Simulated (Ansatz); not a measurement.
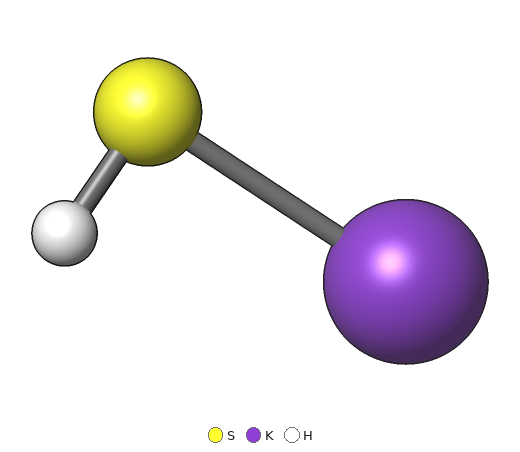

The geometry was computed by an optimisation with PBE-D4/def2-SVP. No frequency run is at hand to confirm it as a minimum. Method: RKS PBE-D4/def2-SVP (Ansatz 0.2.0).

Give the dipole moment at this level.

Answer. 8.85 D.
